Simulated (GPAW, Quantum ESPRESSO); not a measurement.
Consider ScAl (Pm-3m).

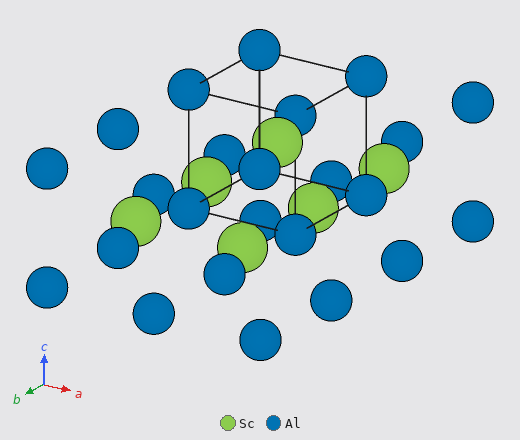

The structure (scandium green, aluminium blue). 2×3×1 cells are drawn. Some periodic images of atoms are drawn too.

```xyz
2
Lattice="3.3703 0.0000 0.0000 0.0000 3.3703 0.0000 0.0000 0.0000 3.3703" Properties=species:S:1:pos:R:3 pbc="T T T"
Sc    1.6852    1.6852    1.6852
Al    0.0000    0.0000    0.0000
```

Absorber: atom 2, with 8 Sc at 2.92 Å and 6 Al at 3.37 Å (cube and octahedron, as in bcc, site symmetry m-3m). Method: Quantum ESPRESSO XSpectra, LDA, excited-electron core hole (neutral cell), 8-atom cell with 5.8 Å between holes, 6×6×6 k points, dipole transitions, Lorentzian half width 0.3 eV up to 4 eV, rising linearly to 2.5 eV at 25 eV.

Question: Predict the near-edge structure at the Al K edge.

Main maxima up to 24 eV above the zero (height): 0.7 eV (1.17), 5.6 eV (1.94), 10.0 eV (1.10) and 20.8 eV (1.08). A K edge sees empty p states on the absorber. The total-energy difference is 1563.32 eV. One term is added: -13.88 eV, since the hole is spin-paired here and a spin-polarised one costs that much less in the free atom (computed apart). The photon energy is then 1549.44 eV. The tabulated edge of the element is 1559 eV. The functional leaves an error in such absolute values: in the free atom LDA prices this hole 7.2 eV below PBE (computed apart), and PBE is itself good to a few eV.

The Al K spectrum (energy from the energy zero of the input (xe0, at the border of filled and empty states); intensity scaled to a mean of 1 over the first 20 eV; the points at xe0, where the cut of filled states can leave a spike, are interpolated):

```
E (eV)  intensity
  -2.0       0.05
  -0.5       0.18
   1.0       1.01
   2.5       0.55
   4.0       1.34
   5.5       1.93
   7.0       1.07
   8.5       0.97
  10.0       1.10
  11.5       0.99
  13.0       0.87
  14.5       0.80
  16.0       0.72
  17.5       0.79
  19.0       0.96
  20.5       1.08
  22.0       1.05
  23.5       1.03
  25.0       1.02
  26.5       1.01
  28.0       0.98
  29.5       0.92
  31.0       0.87
```

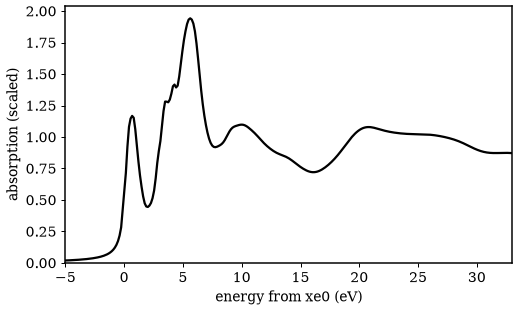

The Al K edge.

The holes are only 5.8 Å apart, so the shape is probably not converged with cell size; no larger cell was run here. Lifetime broadening is put in by hand, and intensities beyond about 20 eV depend on it and on the partial waves. The structure is a computed Materials Project entry and may be a hypothetical form.

[Banner, clock and machine lines of the logs are left out without a mark of their own.]

[Logs are printed without paths, hosts, clocks, repeated set-up lines and the standing remarks that a program may print on its own settings, such as how far it seeks lower states.]

[Hosts, paths, dates, database ids (printed as entryN), source tags and the programs' standing remarks are cut or masked in the printed files.]

[Lists of maxima count a maximum above −3 eV only where it reaches 4 % of the highest in the window and stands out from its surroundings by 2 % of it (1.5 % where it reaches 55 %); shoulders and weaker maxima are passed over, and of the rest the first, up to two pre-edge ones and the few strongest are named.]
